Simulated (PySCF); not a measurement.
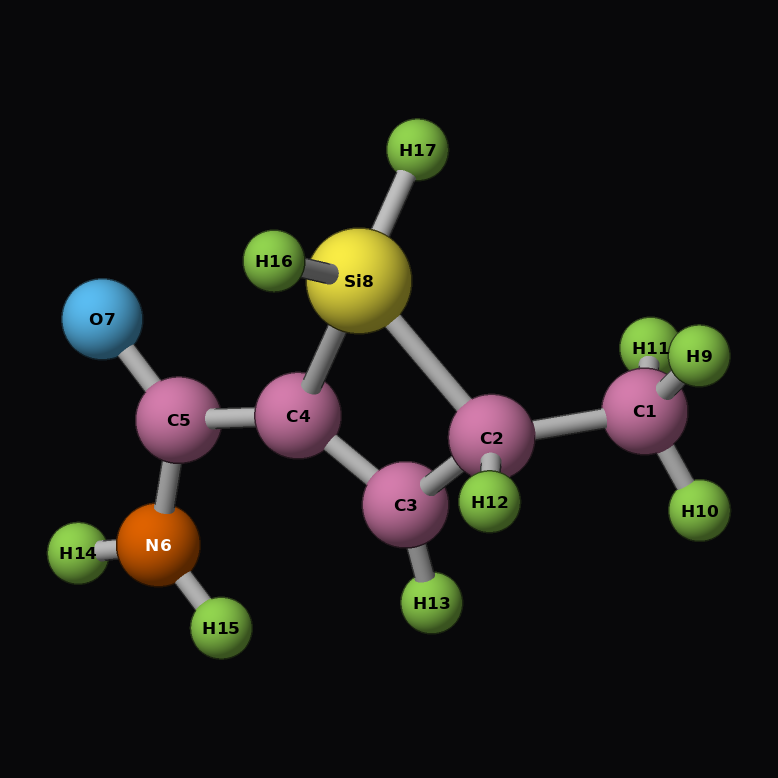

The geometry was computed by an optimisation with GFN2-xTB. No frequency run is at hand to confirm it as a minimum. Method: GIAO PBE0/pcSseg-1 NMR shielding, non-relativistic, gas phase (PySCF 2.14.0). Principal shieldings σ11 ≤ σ22 ≤ σ33, span Ω = σ33 − σ11, skew κ = 3(σiso − σ22)/Ω.

Give the shielding tensors of the Si atoms.

```tsv
atom	σ11	σ22	σ33	σiso	Ω	κ
Si8	349.2	394.0	428.2	390.5	79.1	−0.13
```

Shieldings and span in ppm.

The geometry is semi-empirical. Around Si such bond lengths and angles can be off by a tenth of an ångström or more and by several degrees, and values that hang on the shape move with them.
